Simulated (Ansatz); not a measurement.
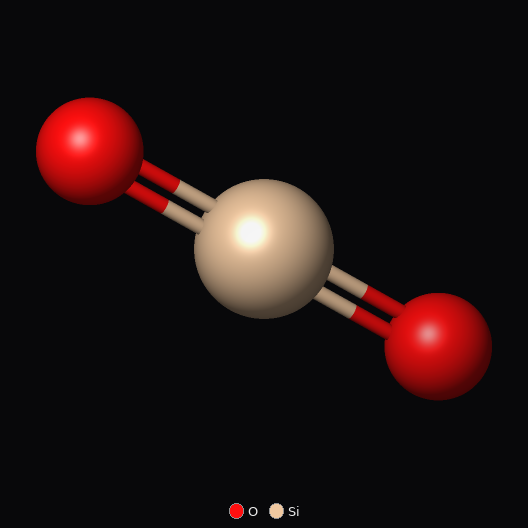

Ball-and-stick drawing of a structure. Multiple sticks mark multiple bonds (one Kekulé form).

Computed geometry: PBE0-D4/def2-TZVP optimisation.

Description:

Formula SiO₂. SMILES: `O=[Si]=O`. This geometry has D∞h symmetry. All atoms lie on one line. Coordination: 1 Si linear.

The parts below concern this one geometry. Atoms keep their numbers from picture to picture.

## Vibrations

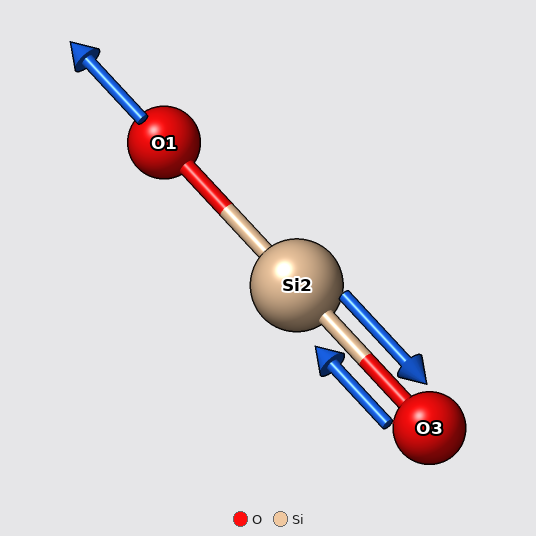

The arrows show one normal mode. Harmonic vibrations computed with RKS PBE0-D4/def2-TZVP (Ansatz 0.2.0) at a stationary point of the same level.

What kind of motion is it?

Mostly out-of-phase stretching of 2 O–Si bonds.

Estimate its harmonic wavenumber.

1469 cm⁻¹; it is mode 4 of 4 counted from the lowest.

## Charges

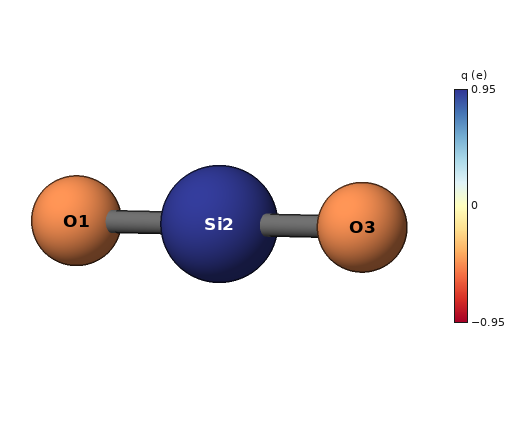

Atoms are coloured by their Mulliken charges. Method: RKS r2SCAN-D4/def2-TZVPP (Ansatz 0.2.0).

List the Mulliken charges.

```csv
atom,value (e)
O1,−0.46
Si2,0.93
O3,−0.46
```

## Levels of theory compared

Program: Ansatz 0.2.0.

At this fixed geometry, give HOMO–LUMO gap (eV) at these levels: B3LYP-D4/def2-TZVPP; B97M-V/def2-TZVPP; BHLYP-D4/def2-TZVPP; BLYP-D4/def2-TZVPP; HSE06 (plane-wave form)-D4/def2-TZVPP; PBE-D4/def2-TZVPP; PBE0-D4/def2-QZVPP; r2SCAN-D4/def2-TZVPP; r2SCAN0-D4/def2-TZVPP; revPBE-D4/def2-TZVPP; ωB97M-V/def2-QZVPP; ωB97M-V/def2-SVP.

| level | HOMO–LUMO gap (eV) |
| --- | --- |
| B3LYP-D4/def2-TZVPP | 5.90 |
| B97M-V/def2-TZVPP | 4.69 |
| BHLYP-D4/def2-TZVPP | 8.90 |
| BLYP-D4/def2-TZVPP | 3.91 |
| HSE06 (plane-wave form)-D4/def2-TZVPP | 5.70 |
| PBE-D4/def2-TZVPP | 3.99 |
| PBE0-D4/def2-QZVPP | 6.47 |
| r2SCAN-D4/def2-TZVPP | 4.56 |
| r2SCAN0-D4/def2-TZVPP | 6.88 |
| revPBE-D4/def2-TZVPP | 4.02 |
| ωB97M-V/def2-QZVPP | 10.85 |
| ωB97M-V/def2-SVP | 10.93 |

Mulliken values depend strongly on the basis set and can even reverse the polarity of a bond.
